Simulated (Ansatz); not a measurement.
## Electronic structure of C3H7Ge (SMILES C[CH][CH][GeH2]) (doublet) in real space

Input file:

```
crystal:
  periodic: [false, false, false]
  atoms:
    - {symbol: C, position_ang: [-0.037311, -2.250336, 1.260297]}
    - {symbol: C, position_ang: [1.157111, -1.976207, 0.698120]}
    - {symbol: C, position_ang: [2.489934, -2.126144, 1.365861]}
    - {symbol: Ge, position_ang: [-1.723622, -2.105490, 0.334137]}
    - {symbol: H, position_ang: [-0.055656, -2.644747, 2.285122]}
    - {symbol: H, position_ang: [1.185109, -1.601412, -0.334787]}
    - {symbol: H, position_ang: [3.136169, -2.822048, 0.801457]}
    - {symbol: H, position_ang: [2.392458, -2.502408, 2.395434]}
    - {symbol: H, position_ang: [3.027680, -1.162059, 1.396983]}
    - {symbol: H, position_ang: [-2.864949, -1.663323, 1.285475]}
    - {symbol: H, position_ang: [-1.598332, -1.140792, -0.874164]}
basis:
  gaussian: {orbitals: def2-TZVPD}
magnetization: {spin_polarized: true, initial_magnetization: 1}
hamiltonian: {xc: pbe0}
output: {forces: true, orbitals: {seedname: orbitals}}
```

Run with:

```sh
ansatz run input.yaml --threads 2 --pin off --max-ram 4350MiB --events-out events.jsonl --progress --plain --runs-dir runs
```

Geometry: B3LYP-D3(BJ)/def2-SVP.

Computed with isolated molecule in a Gaussian basis; Kohn-Sham density functional theory, functional PBE0 (Ansatz 0.2.0).

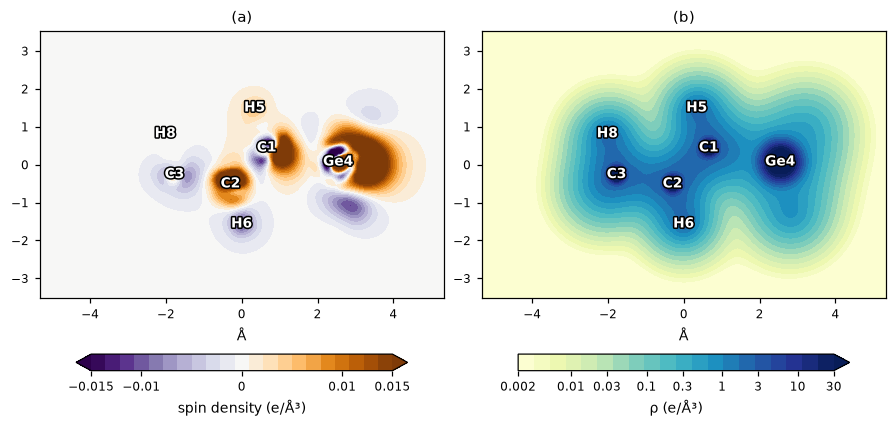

Figure 1. (a) spin density (α minus β); (b) electron density on the plane of atoms C2, C3 and H8.

### Describe what can be read from this map.

The section cuts through C, Ge and H sites.
C–C (1.35 Å): the density is about 2.3 e/Å³ at the midpoint.
C–Ge (1.93 Å): ρ at the midpoint is about 0.89 e/Å³.
C–H (1.10 Å): ρ is about 2 e/Å³ halfway.
C–C (1.50 Å): ρ is about 1.7 e/Å³ halfway.
The unpaired spin (1 electron) lies mostly on Ge4 (about 0.8) and C2 (about 0.1), in electrons by Hirshfeld's partition.

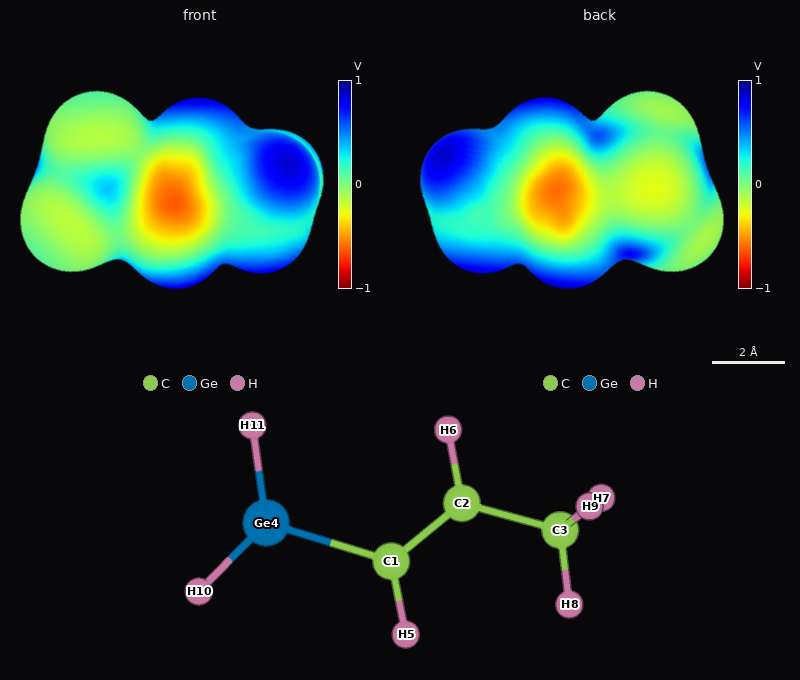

Figure 2. The electrostatic potential painted on the density surface at 0.002 e/bohr³, seen from the front and from behind; the colour scale runs from red (negative) to blue (positive). The bare structure is drawn below in the same view.

### Describe the electrostatic potential map.

The most negative region (about −0.6 V) lies over the π face of C1 and C2, the most positive (about +0.9 V) over the H atoms.

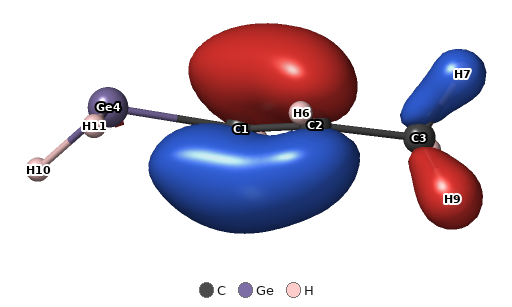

Figure 3. The HOMO (β) at ±0.15 Å⁻³ᐟ² (blue and red are the two phases), seen from one side.

### Describe this orbital and give its energy.

It lies mainly on C1 (about 45 %), C2 (about 30 %) and Ge4 (about 10 %); π-bonding across C1–C2. Its energy is −7.72 eV.
